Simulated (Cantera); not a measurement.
Charge: 1 mol Si3N4, 1 mol H2O, 37 mol N2, equilibrated at 1.30 Pa.

Equilibrium computed with Cantera from the NASA thermochemical tables; the gas is ideal and each condensed phase is pure. Candidate condensed phases: H2O, Si, SiO2, Si2N2O, Si3N4; 35 gas species. Mutual solubility and eutectic melting of coexisting phases are not modelled. The tables' values for SiN are old estimates; treat these amounts as uncertain. The numbers say what is thermodynamically allowed, not how fast it happens.

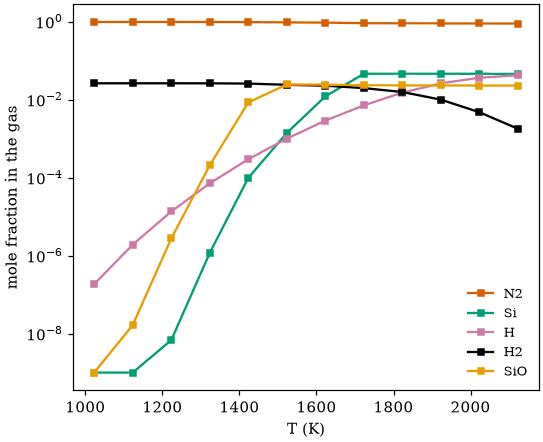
Fig. 1. Equilibrium gas composition (values under 1e-9 drawn at 1e-9)

**Question.** Read off the mole fractions at 1723 K.

**Answer.** N2 about 0.90, Si about 0.046, SiO about 0.023, H2 about 0.020, H about 0.0071.
